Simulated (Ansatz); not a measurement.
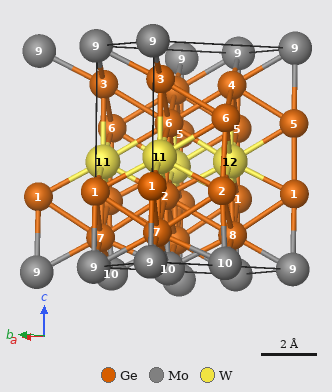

Solid Ge4MoW (a generated structure, set up in P1) (coarse preliminary run), before the relaxation. The picture is a ball-and-stick view of the cell of the calculation, repeated 2 × 1 × 1 with one cell outlined, seen from a free direction.

All numbers below come from Ansatz 0.2.0, DFT PBE, scalar-relativistic, plane waves, PAW.

Input
```yaml
crystal:
  lattice:
    - [-0.026311532, -3.3058237215, 0.0091660877]
    - [-6.692286885, -0.052623064, 0.0494173616]
    - [0.061318723, 0.0227471794, -8.175250399]
  atoms:
    - { symbol: Ge, position: [-0.0069610154, 0.0042209446, 0.3411230243] }
    - { symbol: Ge, position: [0.0053738423, 0.50638755, 0.3385492889] }
    - { symbol: Ge, position: [0.498771216, 0.751560388, 0.8467991725] }
    - { symbol: Ge, position: [0.4956924631, 0.2507250343, 0.8361134719] }
    - { symbol: Ge, position: [0.0006857607, 0.010023671, 0.6598345361] }
    - { symbol: Ge, position: [-0.0066284875, 0.4920163513, 0.6679744749] }
    - { symbol: Ge, position: [0.5263257456, 0.7504563709, 0.1541170726] }
    - { symbol: Ge, position: [0.4676077247, 0.245492784, 0.1573505629] }
    - { symbol: Mo, position: [0.0075767973, 0.0044331486, 0.0003605765] }
    - { symbol: Mo, position: [0.0001319027, 0.4828996704, 0.0111970534] }
    - { symbol: W, position: [0.4990726261, 0.7514674672, 0.4953363016] }
    - { symbol: W, position: [0.5123514243, 0.2503166196, 0.4912444643] }
basis:
  ecutwfc: 420
kpoints:
  mp_grid: { grid: [6, 4, 4] }
hamiltonian:
  xc: pbe
scf:
  occupations: { method: gaussian, width: 0.2 }
  lower_state_search: "off"
output:
  forces: true
  stress: true
  eigenvalues: true
relax:
  adjacent_minimum: "off"
  f_tol: 0.025
  max_steps: 60
  cell: { stress_tol: 0.25 }
```

Run as
```bash
ansatz run input.yaml --threads 4 --pin off --max-ram 8192MiB --backend cpu --events-out ev --progress --plain --runs-dir out
```

Q: Predict the outcome.

A: The largest move relative to the cell is that of Mo10, 0.15 Å along [0 3 −2]. Largest moves by element: Mo 0.15 Å, Ge 0.12 Å, W 0.08 Å. The volume changes by +2.3 %, with a 3.306 → 3.338 Å (+1.0 %), b 6.693 → 6.680 Å (−0.2 %), c 8.176 → 8.294 Å (+1.5 %), α 90.9° → 90.0°, β 90.3° → 90.0°, γ 89.1° → 90.0°. Among the contacts that change: Ge8–Mo10 2.510 → 2.714 Å, Ge3–Ge7 2.514 → 2.678 Å, Ge8–Mo9 2.561 → 2.714 Å, Ge1–W12 2.574 → 2.720 Å. The space group (tolerance 0.01 Å) goes from P1 (No. 1) to P4/mmm (No. 123). The energy falls by 0.612 eV per cell of the calculation in 3 accepted moves (4 points after the start). The largest force component goes from 1.6 to 0.0053 eV/Å. The pressure goes from 5.86 to −0.01 GPa. At 1 point the geometry stayed and the basis and grid were re-selected for the new cell (energy shift of 1.3 meV per cell of the calculation at most each time).

History of the run:

```json
{"step": "0", "E − E(0), meV/atom": "0.00", "largest force component, eV/Å": "1.5675", "pressure, GPa": "5.86", "volume, Å³/atom": "15.070", "note": ""}
{"step": "1", "E − E(0), meV/atom": "-42.93", "largest force component, eV/Å": "0.6057", "pressure, GPa": "-0.83", "volume, Å³/atom": "15.504", "note": ""}
{"step": "2", "E − E(0), meV/atom": "-50.80", "largest force component, eV/Å": "0.0257", "pressure, GPa": "-0.17", "volume, Å³/atom": "15.427", "note": ""}
{"step": "3", "E − E(0), meV/atom": "-50.93", "largest force component, eV/Å": "0.0053", "pressure, GPa": "-0.01", "volume, Å³/atom": "15.411", "note": ""}
{"step": "4", "E − E(0), meV/atom": "-51.04", "largest force component, eV/Å": "0.0053", "pressure, GPa": "-0.01", "volume, Å³/atom": "15.411", "note": "same geometry, new basis"}
```

Final geometry:

```xyz
12
Lattice="0.0000 -3.3380 0.0000 -6.6797 0.0000 0.0001 0.0001 0.0000 -8.2942" Properties=species:S:1:pos:R:3 pbc="T T T"
Ge    0.0000   -3.3379   -2.7968
Ge   -3.3398    0.0000   -2.7968
Ge   -5.0098   -1.6686   -6.9553
Ge   -1.6699   -1.6693   -6.9553
Ge   -6.6796   -0.0001   -5.4973
Ge   -3.3397   -0.0001   -5.4974
Ge   -5.0098   -1.6693   -1.3388
Ge   -1.6700   -1.6686   -1.3388
Mo   -6.6797   -0.0001    0.0001
Mo   -3.3398   -0.0001    0.0000
W    -5.0098   -1.6690   -4.1470
W    -1.6699   -1.6691   -4.1471
```

After the run, drawn alike:

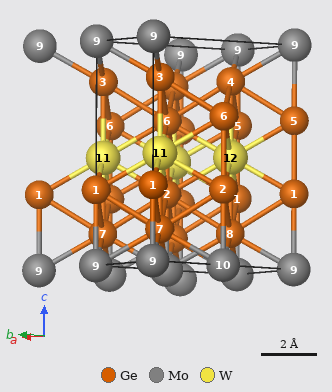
